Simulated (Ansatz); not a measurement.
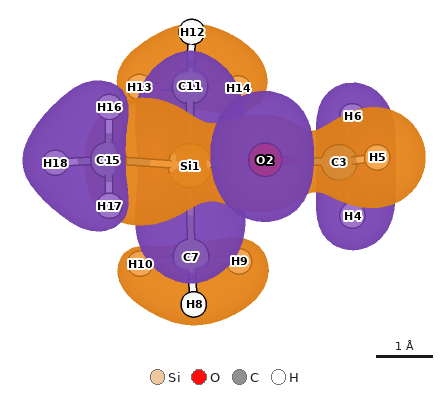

The picture shows: C₄H₁₂OSi. The HOMO−1 at ±0.06 Å⁻³ᐟ² (orange and purple are the two phases), seen across its widest extent.

Geometry: r2SCAN-D4/def2-SVP; not at a stationary point (largest force 0.6 eV/Å).

Computed with RKS PBE0-D4/def2-TZVP in Ansatz.

```xyz
18

Si   -0.1510   -0.2623   -0.2181
O    -0.1290   -0.2087    1.4613
C     0.4631    0.8203    2.2101
H     1.5503    0.9102    2.0163
H     0.3319    0.6028    3.2825
H     0.0016    1.8073    2.0088
C     1.6080   -0.2866   -0.8784
H     2.1776   -1.1315   -0.4575
H     2.1536    0.6404   -0.6356
H     1.6165   -0.3910   -1.9763
C    -1.0656    1.2338   -0.8930
H    -2.0884    1.2903   -0.4852
H    -1.1456    1.1855   -1.9920
H    -0.5528    2.1781   -0.6454
C    -1.0492   -1.8449   -0.6358
H    -2.0687   -1.8393   -0.2176
H    -0.5217   -2.7176   -0.2185
H    -1.1306   -1.9869   -1.7258
```

> Describe this orbital and give its energy.

It lies mainly on O2 (about 30 %), C15 (about 15 %), Si1 (about 15 %), C7 (about 10 %), C11 (about 10 %) and C3 (about 5 %). Its energy is −8.12 eV.
